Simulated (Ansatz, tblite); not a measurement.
# Sn(SH)H3 (SnH₄S): charged states by level of theory

Aim: the energy of removing and adding an electron for Sn(SH)H3 (SnH₄S), by energy differences, and how well orbital energies stand in for it.

The runs use Ansatz 0.2.0, Gaussian basis; as each input shows.

Plan: charge +1 doublet, at the geometry of the singlet (PBE0-D4/def2-TZVP, PBE-D4/def2-TZVP, r2SCAN-D4/def2-TZVP, CCSD(T)/def2-TZVPP); charge -1 doublet, at the geometry of the singlet (PBE0-D4/def2-TZVPD, PBE-D4/def2-TZVPD, r2SCAN-D4/def2-TZVPD, CCSD(T)/def2-TZVPD); the starting singlet's energies come from earlier runs.

7 further runs of the same task are left out: 1 that didn't finish, 6 set aside as unsound or not needed. Runs told in other sessions of the task aren't counted.

## (1) The geometry

The geometry is that of the singlet, from an earlier relaxation (PBE-D4/def2-TZVP).

6 atoms, charge 0, spin multiplicity 1.

Atoms are counted from 1 here; the program's logs count them from 0.

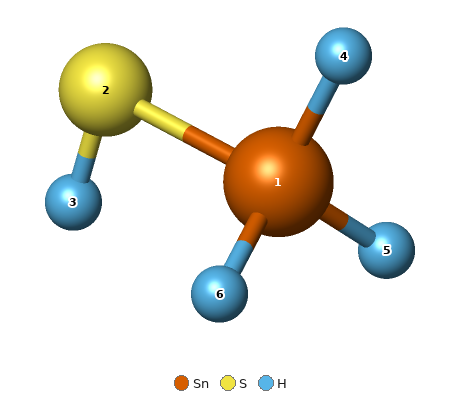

The geometry (tin orange, sulfur yellow, hydrogen blue); atoms are numbered from 1 in the order of the file.

Sn takes a core potential in the def2 sets. No spin-orbit coupling is included.

## (2) Charge +1 doublet at the fixed geometry, PBE0-D4/def2-TZVP

in.yaml reads:

```yaml
crystal:
  periodic: [false, false, false]
  atoms:
    - {symbol: Sn, position_ang: [0.195739, -0.012728, -0.565327]}
    - {symbol: S, position_ang: [0.276842, 0.021291, 1.860894]}
    - {symbol: H, position_ang: [-1.071179, 0.051284, 1.986614]}
    - {symbol: H, position_ang: [1.840060, -0.017143, -1.050160]}
    - {symbol: H, position_ang: [-0.623374, 1.388401, -1.133895]}
    - {symbol: H, position_ang: [-0.618089, -1.431105, -1.098116]}
basis:
  gaussian: {orbitals: def2-TZVP}
total_charge: 1
magnetization: {spin_polarized: true, initial_magnetization: 1}
hamiltonian: {xc: pbe0, dispersion: d4}
output: {orbitals: {seedname: orbitals}}
```

The run is started by

```
$ ansatz run in.yaml --threads 4 --pin off --events-out ev --progress --plain --max-ram 3916MiB
```

The log of the run:

```text
Functional definition: PBE0
  name "PBE0"
  cite "Adamo & Barone, J. Chem. Phys. 110, 6158 (1999) doi:10.1063/1.478522"
  cite "Perdew, Burke & Ernzerhof, Phys. Rev. Lett. 77, 3865 (1996) doi:10.1103/PhysRevLett.77.3865"
  parent pbe
  parameter a = 0.25
  parameter kappa = 0.804
  parameter beta = 0.06672455060314922
  exchange = (1 - a)*pbe_x(kappa = kappa, mu = beta*pi^2/3) + a*exact_x
  correlation = pbe_c(beta = beta)
908 factors; their error is unknown
mean field evaluation 1: about -16717.1105 eV, gradient 1.8e1 eV
mean field evaluation 2: about -16715.3224 eV, gradient 2.6e1 eV
mean field evaluation 4: about -16719.2138 eV, gradient 1.9e0 eV
mean field evaluation 8: about -16719.3412 eV, gradient 1.6e-1 eV
mean field evaluation 16: about -16719.3414 eV, gradient 3.2e-5 eV
mean field -16719.34140702 eV, -614.4244639312 hartree, gradient 3.2e-5 eV, S^2 0.757188; 2 other end points of the search recorded, 0 dependent functions left out
reference -16719.34144155 eV, -614.4244652002 hartree; 21, 20 occupied and 90, 91 virtual orbitals, 908 factors
Total energy: -16719.41376919 eV, -614.4271231921 hartree
```

Wall time 1.5 s (4 threads of Arm Neoverse V1, shared host).

HOMO -14.48 eV, LUMO -11.55 eV (over both spins); ⟨S²⟩ 0.757 (pure: 0.75).

## (3) Charge +1 doublet at the fixed geometry, PBE-D4/def2-TZVP

start.molden holds the orbitals of an earlier run on this state, given as this run's starting guess.

Edit in.yaml of step 2 so:

```diff
@@ -10,6 +10,7 @@
 basis:
-  gaussian: {orbitals: def2-TZVP}
+  gaussian: {orbitals: def2-TZVP, initial_orbitals: start.molden}
 total_charge: 1
 magnetization: {spin_polarized: true, initial_magnetization: 1}
-hamiltonian: {xc: pbe0, dispersion: d4}
+hamiltonian: {xc: pbe, dispersion: d4}
+scf: {omitted_lower_state_checks: [starts]}
 output: {orbitals: {seedname: orbitals}}
```

Same command.

The log of the run:

```text
Functional definition: PBE
  name "PBE"
  cite "Perdew, Burke & Ernzerhof, Phys. Rev. Lett. 77, 3865 (1996) doi:10.1103/PhysRevLett.77.3865"
  parent pbe
  parameter kappa = 0.804
  parameter beta = 0.06672455060314922
  exchange = pbe_x(kappa = kappa, mu = beta*pi^2/3)
  correlation = pbe_c(beta = beta)
these checks for a lower state are left out or cut short: starts
825 factors; their error is unknown
mean field evaluation 1: about -16718.0797 eV, gradient 6.0e0 eV
mean field evaluation 2: about -16718.1894 eV, gradient 3.0e-1 eV
mean field evaluation 4: about -16718.1811 eV, gradient 7.4e-2 eV
mean field evaluation 8: about -16718.1811 eV, gradient 9.5e-6 eV
mean field -16718.18113150 eV, -614.3818245923 hartree, gradient 9.5e-6 eV, S^2 0.754608; 0 other end points of the search recorded, 0 dependent functions left out
reference -16718.18117758 eV, -614.3818262858 hartree; 21, 20 occupied and 90, 91 virtual orbitals, 825 factors
Total energy: -16718.26678615 eV, -614.3849723427 hartree
Checks for a lower state left out: starts
```

Run time: 1.2 s. Hardware: 4 threads of Arm Neoverse V1, shared host.

Report: HOMO -13.39 eV, LUMO -12.43 eV (over both spins); ⟨S²⟩ 0.755 (pure: 0.75).

## (4) Charge +1 doublet at the fixed geometry, r2SCAN-D4/def2-TZVP

Edit in.yaml of step 3 so:

```diff
@@ -13,3 +13,3 @@
 magnetization: {spin_polarized: true, initial_magnetization: 1}
-hamiltonian: {xc: pbe, dispersion: d4}
+hamiltonian: {xc: r2scan, dispersion: d4}
 scf: {omitted_lower_state_checks: [starts]}
```

The command is unchanged.

The log of the run:

```text
Functional definition: r2SCAN
  name "r2SCAN"
  cite "Furness, Kaplan, Ning, Perdew & Sun, J. Phys. Chem. Lett. 11, 8208 (2020) doi:10.1021/acs.jpclett.0c02405"
  cite "Furness, Kaplan, Ning, Perdew & Sun, J. Phys. Chem. Lett. 11, 9248 (2020) doi:10.1021/acs.jpclett.0c03077"
  parent r2scan
  parameter k0 = 0.174
  parameter k1 = 0.065
  parameter a1 = 4.9479
  exchange = r2scan_x(k0 = k0, k1 = k1, a1 = a1)
  correlation = r2scan_c
these checks for a lower state are left out or cut short: starts
825 factors; their error is unknown
mean field evaluation 1: about -16724.4796 eV, gradient 4.6e0 eV
mean field evaluation 2: about -16724.5169 eV, gradient 9.0e-2 eV
mean field evaluation 4: about -16724.5063 eV, gradient 3.6e-3 eV
mean field -16724.50629110 eV, -614.6142699203 hartree, gradient 2.7e-5 eV, S^2 0.759406; 0 other end points of the search recorded, 0 dependent functions left out
reference -16724.50630677 eV, -614.6142704964 hartree; 21, 20 occupied and 90, 91 virtual orbitals, 825 factors
Total energy: -16724.52459487 eV, -614.6149425714 hartree
Checks for a lower state left out: starts
```

Run time: 2.8 s. Hardware: 4 threads of Arm Neoverse V1, shared host.

Report: HOMO -13.63 eV, LUMO -12.23 eV (over both spins); ⟨S²⟩ 0.759 (pure: 0.75).

## (5) Charge +1 doublet at the fixed geometry, CCSD(T)/def2-TZVPP

Edit in.yaml of step 4 so:

```diff
@@ -10,7 +10,7 @@
 basis:
-  gaussian: {orbitals: def2-TZVP, initial_orbitals: start.molden}
+  gaussian: {orbitals: def2-TZVPP, initial_orbitals: start.molden}
 total_charge: 1
 magnetization: {spin_polarized: true, initial_magnetization: 1}
-hamiltonian: {xc: r2scan, dispersion: d4}
-scf: {omitted_lower_state_checks: [starts]}
+correlation: {method: ccsd_t}
+scf: {omitted_lower_state_checks: [starts, cluster_reference]}
 output: {orbitals: {seedname: orbitals}}
```

Same command.

The log of the run (excerpt; [...] marks lines left out):

```text
Functional definition: HF
  name "HF"
  cite "Fock, Z. Phys. 61, 126 (1930) doi:10.1007/BF01340294"
  parent pbe
[...]
999 factors; integrals over basis functions are off by at most 1.2e-3 eV
[...]
mean field -16678.30607129 eV, -612.9164431581 hartree, gradient 9.2e-6 eV, S^2 0.765692; 0 other end points of the search recorded, 0 dependent functions left out
9 core orbitals not correlated: weight in the atoms' cores, before any rotation towards them, 1.000 or more for the frozen orbitals, at most 0.000 for the correlated occupied ones
reference -16678.30607129 eV, -612.9164431581 hartree; 12, 11 occupied and 127, 128 virtual orbitals, 999 factors
second order -12.95564978 eV of doubles, -0.00000000 eV of singles
cycle   1  -13.40017972 eV  change   -4.4e-1 eV  update   9.3e-2
[...]
cycle  11  -13.90175696 eV  change   -1.5e-5 eV  update   1.4e-5
perturbative correction -0.43195522 eV, -0.0158740615 hartree
Total energy: -16692.63978347 eV, -613.4431973648 hartree
Checks for a lower state left out: starts, cluster_reference
```

Run time: 44 s. Hardware: 4 threads of Arm Neoverse V1, shared host; peak memory 2.3 GiB.

Hartree-Fock HOMO -17.30 eV, LUMO -7.04 eV (over both spins); ⟨S²⟩ 0.766 (pure: 0.75); T1 0.019.

## (6) Vertical ionisation energy

Charged state less starting state, singlet to doublet; the starting state's energies are those of its earlier runs.

Differences are taken before rounding.

```
             method  vertical ionisation energy (eV)  from CCSD(T)/def2-TZVPP (eV)   time
      HF/def2-TZVPP                             8.46                         -1.02       
   PBE-D4/def2-TZVP                             9.32                         -0.17  1.9 s
r2SCAN-D4/def2-TZVP                             9.38                         -0.11  4.4 s
  PBE0-D4/def2-TZVP                             9.45                         -0.04  2.5 s
     MP2/def2-TZVPP                             9.58                         +0.10       
    CCSD/def2-TZVPP                             9.42                         -0.06       
 CCSD(T)/def2-TZVPP                             9.49                             0   55 s
```

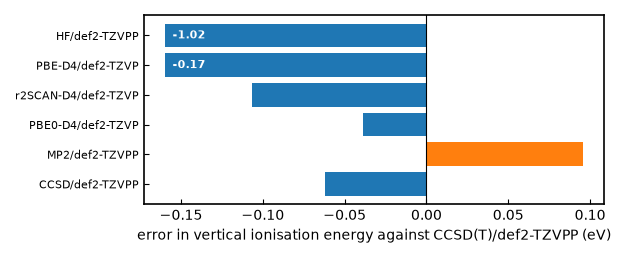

Error of each method against CCSD(T)/def2-TZVPP. Bars with a number in them are cut short.

Times add the two runs; a level without a time comes out of a correlated run.

Beside −ε(HOMO) of the starting state:

```
              level  −ε(HOMO) (eV)  by difference (eV)  mismatch (eV)
   PBE-D4/def2-TZVP           6.03                9.32          -3.29
r2SCAN-D4/def2-TZVP           6.30                9.38          -3.08
  PBE0-D4/def2-TZVP           7.25                9.45          -2.20
```

## (7) Charge -1 doublet at the fixed geometry, PBE0-D4/def2-TZVPD

Edit in.yaml of step 5 so:

```diff
@@ -10,7 +10,6 @@
 basis:
-  gaussian: {orbitals: def2-TZVPP, initial_orbitals: start.molden}
-total_charge: 1
+  gaussian: {orbitals: def2-TZVPD}
+total_charge: -1
 magnetization: {spin_polarized: true, initial_magnetization: 1}
-correlation: {method: ccsd_t}
-scf: {omitted_lower_state_checks: [starts, cluster_reference]}
+hamiltonian: {xc: pbe0, dispersion: d4}
 output: {orbitals: {seedname: orbitals}}
```

The command is unchanged.

The log of the run:

```text
Functional definition: PBE0
  name "PBE0"
  cite "Adamo & Barone, J. Chem. Phys. 110, 6158 (1999) doi:10.1063/1.478522"
  cite "Perdew, Burke & Ernzerhof, Phys. Rev. Lett. 77, 3865 (1996) doi:10.1103/PhysRevLett.77.3865"
  parent pbe
  parameter a = 0.25
  parameter kappa = 0.804
  parameter beta = 0.06672455060314922
  exchange = (1 - a)*pbe_x(kappa = kappa, mu = beta*pi^2/3) + a*exact_x
  correlation = pbe_c(beta = beta)
1007 factors; their error is unknown
mean field evaluation 1: about -16727.2585 eV, gradient 1.2e1 eV
mean field evaluation 2: about -16727.2689 eV, gradient 1.4e1 eV
mean field evaluation 4: about -16728.1533 eV, gradient 5.6e-1 eV
mean field evaluation 8: about -16728.1744 eV, gradient 1.5e-1 eV
mean field evaluation 16: about -16728.2885 eV, gradient 4.3e-2 eV
mean field evaluation 32: about -16728.2886 eV, gradient 3.0e-5 eV
mean field -16728.28863679 eV, -614.7532685609 hartree, gradient 1.0e-5 eV, S^2 0.751704; 8 other end points of the search recorded, 0 dependent functions left out
reference -16728.28867942 eV, -614.7532701274 hartree; 22, 21 occupied and 116, 117 virtual orbitals, 1007 factors
Total energy: -16728.40593136 eV, -614.7575790566 hartree
```

It took 6 s on 4 threads of Arm Neoverse V1, shared host.

From the report: HOMO 1.76 eV, LUMO 2.76 eV (over both spins); ⟨S²⟩ 0.752 (pure: 0.75). Doubts: highest occupied level lies above zero.

## (8) Charge -1 doublet at the fixed geometry, PBE-D4/def2-TZVPD

Edit in.yaml of step 7 so:

```diff
@@ -10,6 +10,7 @@
 basis:
-  gaussian: {orbitals: def2-TZVPD}
+  gaussian: {orbitals: def2-TZVPD, initial_orbitals: start.molden}
 total_charge: -1
 magnetization: {spin_polarized: true, initial_magnetization: 1}
-hamiltonian: {xc: pbe0, dispersion: d4}
+hamiltonian: {xc: pbe, dispersion: d4}
+scf: {omitted_lower_state_checks: [starts]}
 output: {orbitals: {seedname: orbitals}}
```

Same command.

The log of the run:

```text
Functional definition: PBE
  name "PBE"
  cite "Perdew, Burke & Ernzerhof, Phys. Rev. Lett. 77, 3865 (1996) doi:10.1103/PhysRevLett.77.3865"
  parent pbe
  parameter kappa = 0.804
  parameter beta = 0.06672455060314922
  exchange = pbe_x(kappa = kappa, mu = beta*pi^2/3)
  correlation = pbe_c(beta = beta)
these checks for a lower state are left out or cut short: starts
901 factors; their error is unknown
mean field evaluation 1: about -16727.0780 eV, gradient 6.0e0 eV
mean field evaluation 2: about -16727.1489 eV, gradient 1.1e-1 eV
mean field evaluation 4: about -16727.1385 eV, gradient 1.1e-2 eV
mean field evaluation 8: about -16727.1385 eV, gradient 4.4e-5 eV
mean field -16727.13846606 eV, -614.7110005659 hartree, gradient 8.6e-6 eV, S^2 0.750650; 0 other end points of the search recorded, 0 dependent functions left out
reference -16727.13852099 eV, -614.7110025847 hartree; 22, 21 occupied and 116, 117 virtual orbitals, 901 factors
Total energy: -16727.27689391 eV, -614.7160876956 hartree
Checks for a lower state left out: starts
```

Run time: 2 s. Hardware: 4 threads of Arm Neoverse V1, shared host.

HOMO 2.10 eV, LUMO 2.33 eV (over both spins); ⟨S²⟩ 0.751 (pure: 0.75). Doubts: highest occupied level lies above zero.

## (9) Charge -1 doublet at the fixed geometry, r2SCAN-D4/def2-TZVPD

Edit in.yaml of step 8 so:

```diff
@@ -13,3 +13,3 @@
 magnetization: {spin_polarized: true, initial_magnetization: 1}
-hamiltonian: {xc: pbe, dispersion: d4}
+hamiltonian: {xc: r2scan, dispersion: d4}
 scf: {omitted_lower_state_checks: [starts]}
```

Launched as before.

The log of the run:

```text
Functional definition: r2SCAN
  name "r2SCAN"
  cite "Furness, Kaplan, Ning, Perdew & Sun, J. Phys. Chem. Lett. 11, 8208 (2020) doi:10.1021/acs.jpclett.0c02405"
  cite "Furness, Kaplan, Ning, Perdew & Sun, J. Phys. Chem. Lett. 11, 9248 (2020) doi:10.1021/acs.jpclett.0c03077"
  parent r2scan
  parameter k0 = 0.174
  parameter k1 = 0.065
  parameter a1 = 4.9479
  exchange = r2scan_x(k0 = k0, k1 = k1, a1 = a1)
  correlation = r2scan_c
these checks for a lower state are left out or cut short: starts
901 factors; their error is unknown
mean field evaluation 1: about -16733.4077 eV, gradient 4.6e0 eV
mean field evaluation 2: about -16733.4406 eV, gradient 6.4e-2 eV
mean field evaluation 4: about -16733.4285 eV, gradient 1.0e-2 eV
mean field evaluation 8: about -16733.4285 eV, gradient 1.7e-5 eV
mean field -16733.42850812 eV, -614.9421553480 hartree, gradient 5.2e-6 eV, S^2 0.753032; 0 other end points of the search recorded, 0 dependent functions left out
reference -16733.42854617 eV, -614.9421567465 hartree; 22, 21 occupied and 116, 117 virtual orbitals, 901 factors
Total energy: -16733.45988940 eV, -614.9433085889 hartree
Checks for a lower state left out: starts
```

It took 4.8 s on 4 threads of Arm Neoverse V1, shared host.

Report: HOMO 2.09 eV, LUMO 2.61 eV (over both spins); ⟨S²⟩ 0.753 (pure: 0.75). Doubts: highest occupied level lies above zero.

## (10) Charge -1 doublet at the fixed geometry, CCSD(T)/def2-TZVPD

Edit in.yaml of step 9 so:

```diff
@@ -13,4 +13,4 @@
 magnetization: {spin_polarized: true, initial_magnetization: 1}
-hamiltonian: {xc: r2scan, dispersion: d4}
-scf: {omitted_lower_state_checks: [starts]}
+correlation: {method: ccsd_t}
+scf: {omitted_lower_state_checks: [starts, cluster_reference]}
 output: {orbitals: {seedname: orbitals}}
```

Same command.

The log of the run (excerpt; [...] marks lines left out):

```text
Functional definition: HF
  name "HF"
  cite "Fock, Z. Phys. 61, 126 (1930) doi:10.1007/BF01340294"
  parent pbe
[...]
1093 factors; integrals over basis functions are off by at most 9.8e-4 eV
[...]
a density is far from that of the atoms, so the factors are made again for it
1125 factors; integrals over basis functions are off by at most 9.7e-4 eV
[...]
mean field -16685.56361447 eV, -613.1831529507 hartree, gradient 9.0e-6 eV, S^2 0.751153; 1 other end points of the search recorded, 0 dependent functions left out
9 core orbitals not correlated: weight in the atoms' cores, before any rotation towards them, 1.000 or more for the frozen orbitals, at most 0.000 for the correlated occupied ones
reference -16685.56361447 eV, -613.1831529507 hartree; 13, 12 occupied and 116, 117 virtual orbitals, 1125 factors
second order -14.10368284 eV of doubles, -0.00000000 eV of singles
cycle   1  -14.41734480 eV  change   -3.1e-1 eV  update   1.2e-1
[...]
cycle  20  -15.01204283 eV  change    6.4e-6 eV  update   1.0e-5
perturbative correction -0.53994629 eV, -0.0198426600 hartree
WARN: the results are in doubt because among natural orbitals the method converges to other amplitudes
Total energy: -16701.11560359 eV, -613.7546780093 hartree
In doubt: among natural orbitals the method converges to other amplitudes
Checks for a lower state left out: starts, cluster_reference
```

Run time: 60 s. Hardware: 4 threads of Arm Neoverse V1, shared host; peak memory 2 GiB.

Hartree-Fock HOMO 1.13 eV, LUMO 4.12 eV (over both spins); ⟨S²⟩ 0.751 (pure: 0.75); T1 0.131. Doubts: state flagged by the program, large T1 diagnostic, highest occupied level lies above zero.

## (11) Vertical electron affinity

Starting state less charged state (positive: the electron is bound), singlet to doublet; the starting state's energies are those of its earlier runs.

```
               level  vertical electron affinity (eV)   time
      HF/def2-TZVPD†                            -1.20       
   PBE-D4/def2-TZVPD                            -0.34  2.9 s
r2SCAN-D4/def2-TZVPD                            -0.47  6.7 s
  PBE0-D4/def2-TZVPD                            -0.48  7.1 s
     MP2/def2-TZVPD†                            -0.82       
    CCSD/def2-TZVPD†                            -0.75       
 CCSD(T)/def2-TZVPD†                            -0.70   69 s
```

Times add the two runs; a level without a time comes out of a correlated run. † marks a level with a doubtful state (flagged, unstable, out of aufbau order, or strongly spin-contaminated); such levels are left out of the summary. CCSD(T)/def2-TZVPD is no safe reference here (large T1 diagnostic, state flagged by the program).

Beside −ε(LUMO) of the starting state:

```
               level  −ε(LUMO) (eV)  by difference (eV)  mismatch (eV)
   PBE-D4/def2-TZVPD           1.65               -0.34          +1.99
r2SCAN-D4/def2-TZVPD           1.30               -0.47          +1.78
  PBE0-D4/def2-TZVPD           0.84               -0.48          +1.33
```

## (12) Results

```
                                             quantity                                 value
 vertical ionisation energy, functionals in def2-TZVP    9.32 (PBE-D4) to 9.45 eV (PBE0-D4)
       vertical ionisation energy, CCSD(T)/def2-TZVPP                               9.49 eV
vertical electron affinity, functionals in def2-TZVPD  -0.48 (PBE0-D4) to -0.34 eV (PBE-D4)
```

What this shows: The vertical ionisation energy spans 9.32 to 9.45 eV over the functionals, beside 9.49 eV from CCSD(T)/def2-TZVPP. −ε(HOMO) misses the level's own difference by -2.20 eV at best (PBE0-D4) and -3.29 eV at worst (PBE-D4). CCSD(T)/def2-TZVPP isn't at the basis-set limit; small misses against it rank nothing. The vertical electron affinity spans -0.48 to -0.34 eV over the functionals. A negative affinity means an unbound electron, held by the basis alone. −ε(LUMO) misses the level's own difference by +1.33 eV at best (PBE0-D4) and +1.99 eV at worst (PBE-D4).
